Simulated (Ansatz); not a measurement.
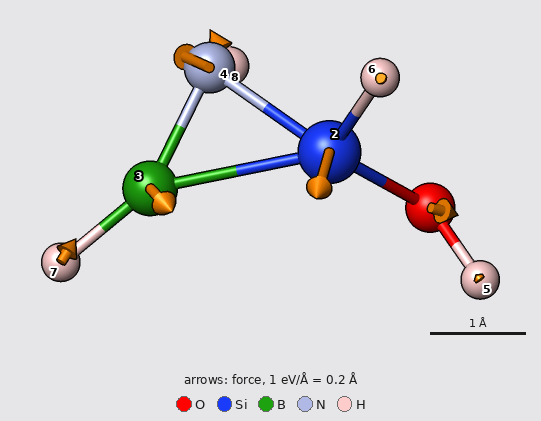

Starting geometry of BSiNH$_{4}$O with the computed forces as orange arrows. A ball-and-stick model, seen at a tilt.

The run prepares an end point of a later path (torsion) calculation, from a guessed geometry.

These are results of RKS PBE-D4/STO-3G in Ansatz, not measurements.

The input:
```yaml
crystal:
  periodic: [false, false, false]
  atoms:
    - { symbol: O, position_ang: [-0.564, 0.8939, -1.4041] }
    - { symbol: Si, position_ang: [0.1617, 0.7536, 0.1027] }
    - { symbol: B, position_ang: [1.49321, 2.18841, 0.41404] }
    - { symbol: "N", position_ang: [1.85788, 0.86828, -0.02782] }
    - { symbol: H, position_ang: [-1.5545, 1.128, -1.208] }
    - { symbol: H, position_ang: [-0.16802, -0.41115, 0.95953] }
    - { symbol: H, position_ang: [1.76086, 3.34873, 0.69433] }
    - { symbol: H, position_ang: [2.07151, 0.95703, -1.06751] }
basis:
  gaussian: { orbitals: STO-3G }
hamiltonian:
  xc: pbe
  dispersion: d4
relax:
  f_tol: 0.015
  max_steps: 40
output:
  orbitals: {}
```

Run as
```bash
ansatz run input.yaml --threads 1 --pin off --max-ram 2048MiB --backend cpu --events-out ev --progress --plain --runs-dir out
```

What follows when this structure is relaxed?

Answer. It isn't relaxed: the largest force vector, on Si2, is 4.99 eV/Å. The final displacements follow the starting forces only in part (cosine between the two patterns 0.32). The largest move after the best rigid fit is that of H5, 0.81 Å. Largest moves by element: H 0.81 Å, O 0.68 Å, N 0.45 Å, Si 0.33 Å, B 0.04 Å. Some distances before and after: Si2–N4 1.705 → 1.799 Å, Si2–B3 1.982 → 1.895 Å, B3–N4 1.439 → 1.380 Å, B3–H7 1.223 → 1.172 Å. Bond angles that change, for instance: Si2–N4–H8 106.3° → 152.4°, B3–N4–H8 105.9° → 135.8°, N4–B3–H7 152.3° → 138.6°. Groups turn about O1–Si2 by about 90°. Over 14 accepted moves (16 points after the start) the energy falls by 184.6 kJ/mol. Largest force component: 4.1 eV/Å at the start, 0.0078 eV/Å at the end. The line search rejected the trial steps at points 12, 14 of the run. Cost: 31 s on 1 thread of Arm Neoverse V1, on a shared host, peak memory 0.14 GiB.

Limits of the set-up: STO-3G is a minimal basis, so the numbers are rough.
